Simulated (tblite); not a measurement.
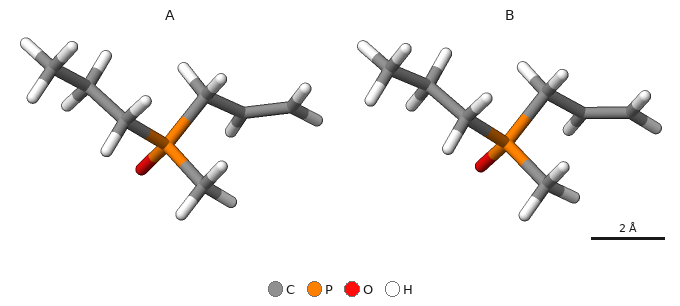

Two geometries of C$_{7}$H$_{15}$OP, drawn at one scale. One is the start of a relaxation, the other its converged end. Style: stick. Shown at a tilt.

Level of theory: GFN2-xTB geometry optimisation, gas phase in tblite 0.8.0. 

**Which one is relaxed?**

Structure B is the relaxed one. An H atom moves most after the best rigid fit: 0.23 Å. Largest moves by element: H 0.23 Å, C 0.16 Å, O 0.10 Å, P 0.05 Å. Some distances before and after: C–P 1.795 → 1.851 Å, C–P 1.799 → 1.834 Å, C–C 1.355 → 1.321 Å, O–P 1.498 → 1.468 Å. Bond angles that change, for instance: P–C–C 113.6° → 109.8°, C–C–P 110.5° → 107.5°, H–C–H 107.1° → 109.8°. After 85 geometry steps the energy has fallen by 18.4 kJ/mol.
